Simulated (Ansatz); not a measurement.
# HgS: response to strain

Base system: HgS in the zinc blende structure (space group F-43m, No. 216).

```
CELL_PARAMETERS angstrom
      0.00000     2.93793     2.93793
      2.93793     0.00000     2.93793
      2.93793     2.93793     0.00000
ATOMIC_POSITIONS crystal
  Hg 0.00000 0.00000 0.00000
  S  0.75000 0.75000 0.75000
```

Strains are applied to the cell and any free atomic positions relax.

Computed with PBEsol (Ansatz, a program for electronic structure; PAW; 420 eV plane waves; no spin-orbit coupling).

Notes on the quantities. energy relative to the base: free energy F.

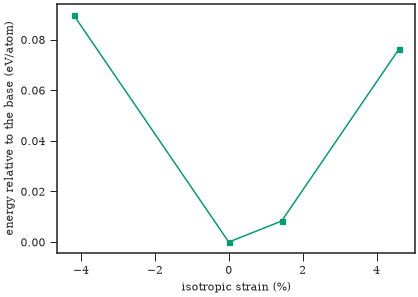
Figure. Energy relative to the base against isotropic strain

Q: From the plot, what is the energy relative to the base for isotropic strain −4.20 %?

A: About 0.090 eV/atom.

Q: Is the trend monotonic over the range shown?

A: No, it turns within the range, spanning 0 meV/atom to +90 meV/atom.

The mesh was chosen for an insulator and is coarse for the gapless case. Whether these cells are dynamically stable was not tested. The final runs are not spin-polarised.
